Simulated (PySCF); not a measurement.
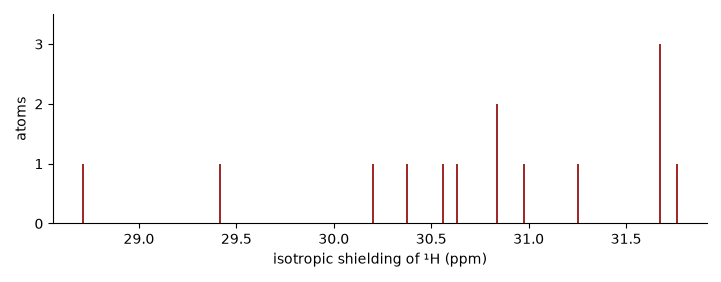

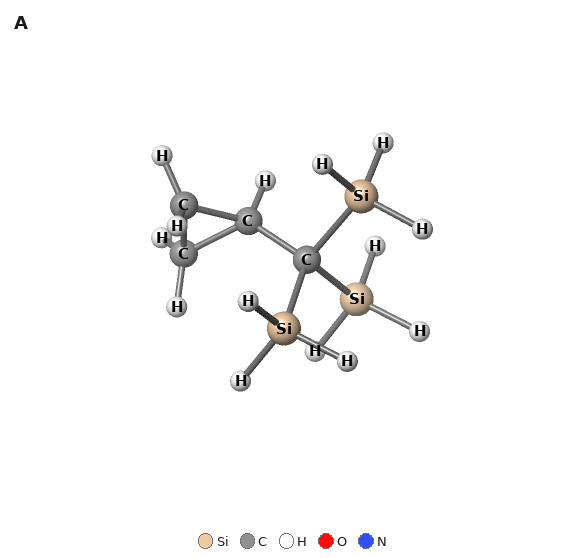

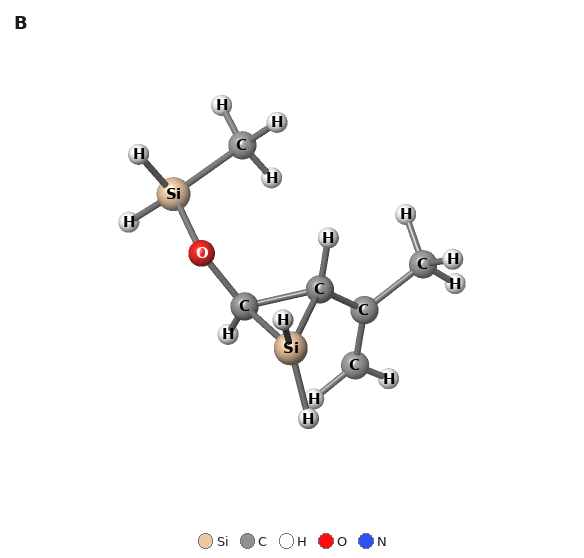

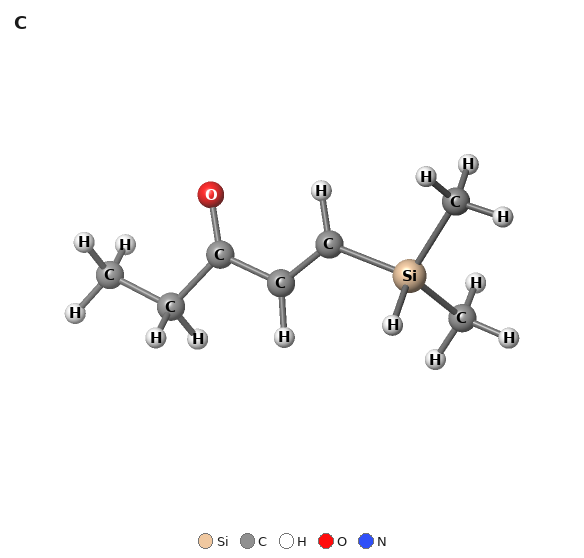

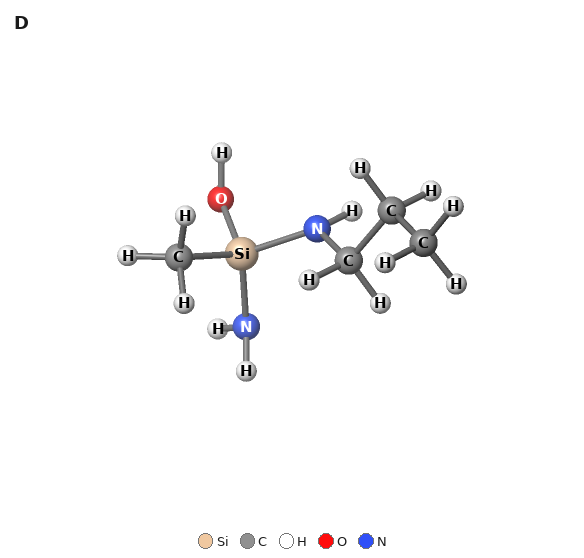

The sticks are computed shieldings of one of the molecules, for one fixed geometry (GFN2-xTB) without averaging over rotations. Low shielding means a high chemical shift. Method: GIAO PBE0/pcSseg-1 NMR shielding, non-relativistic, gas phase (PySCF 2.14.0).

Match the spectrum to a structure.

D, `CCCN[Si@](C)(N)O`. Its 14 H atoms give lines at 28.71, 29.42, 30.20, 30.37, 30.56, 30.63, 30.84 (2 atoms), 30.98, 31.25, 31.67 (3 atoms), 31.76 ppm.

The geometry is semi-empirical. Around Si such bond lengths and angles can be off by a tenth of an ångström or more and by several degrees, and values that hang on the shape move with them.
